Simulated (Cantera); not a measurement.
Charge: 1 mol Al(CH3)3, 5.3 mol H2O, a varied amount of H2, at 1602 °C and 4.00 mbar.

Cantera equilibrium calculation (NASA polynomials, part measured and part estimated; ideal gas, pure solids and liquids). Candidate condensed phases: Al, Al2O3, C, C6H6, C7H8, C8H18, H2O; 121 gas species. The feed counts by its element totals alone. Rates play no part.

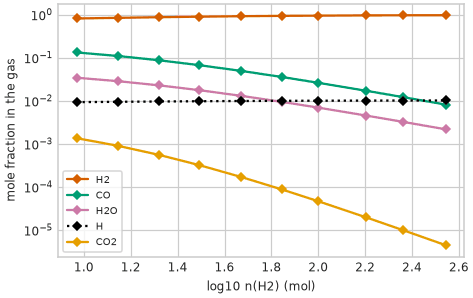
Equilibrium gas composition (values under 1e-9 drawn at 1e-9)

Problem. Read off the mole fractions at 14 mol H2.

Solution. H2 about 0.85, CO about 0.11, H2O about 0.029, H about 0.0096, CO2 about 0.00091.
